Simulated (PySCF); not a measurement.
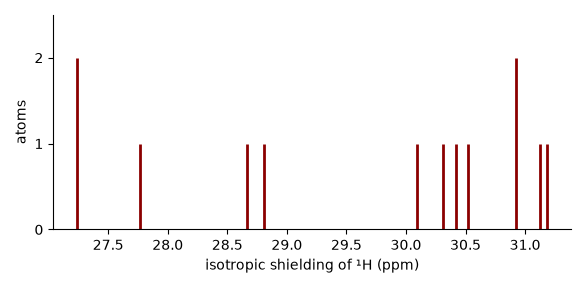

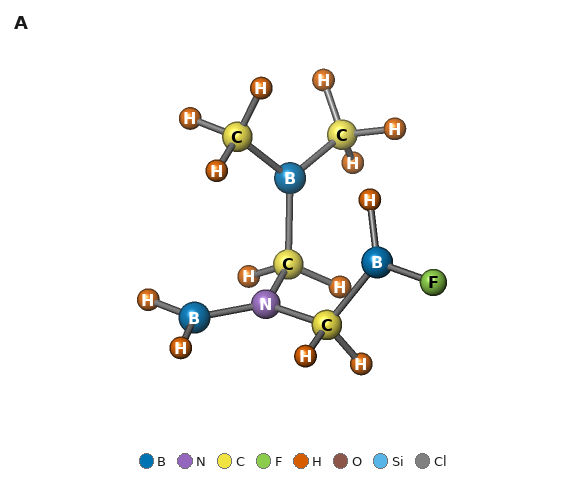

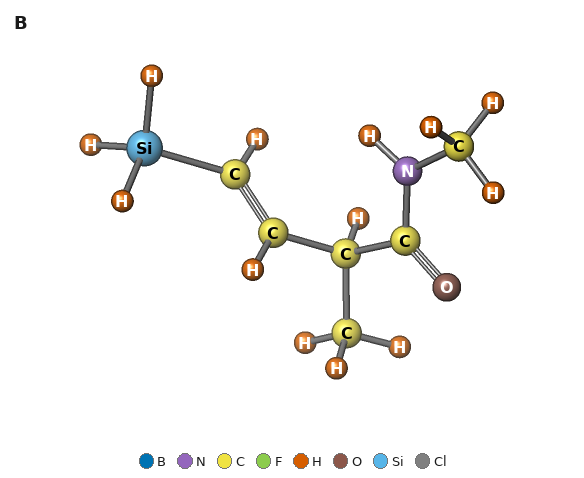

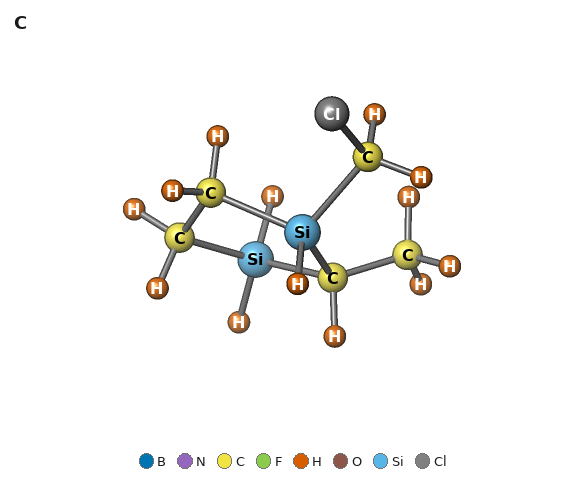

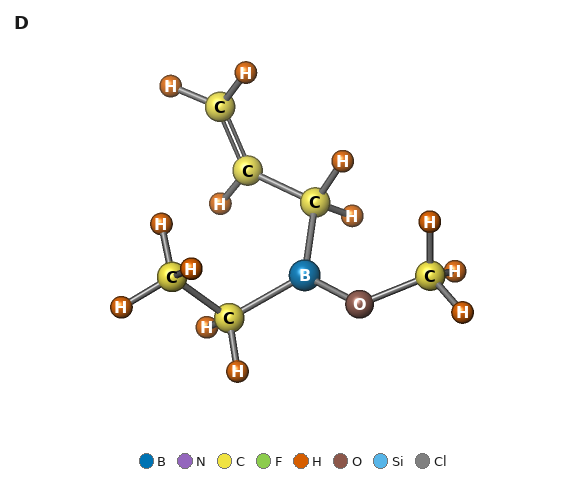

The sticks are computed shieldings of one of the molecules, for one fixed geometry (GFN2-xTB) without averaging over rotations. Low shielding means a high chemical shift. Method: GIAO PBE0/pcSseg-1 NMR shielding, non-relativistic, gas phase (PySCF 2.14.0).

**Match the spectrum to a structure.**

C, `C[C@@H]1[SiH2]CC[Si@@H]1CCl`. Its 13 H atoms give lines at 27.24 (2 atoms), 27.77, 28.67, 28.81, 30.09, 30.31, 30.42, 30.52, 30.93 (2 atoms), 31.13, 31.19 ppm.

The geometry is semi-empirical. Around B, Si such bond lengths and angles can be off by a tenth of an ångström or more and by several degrees, and values that hang on the shape move with them.
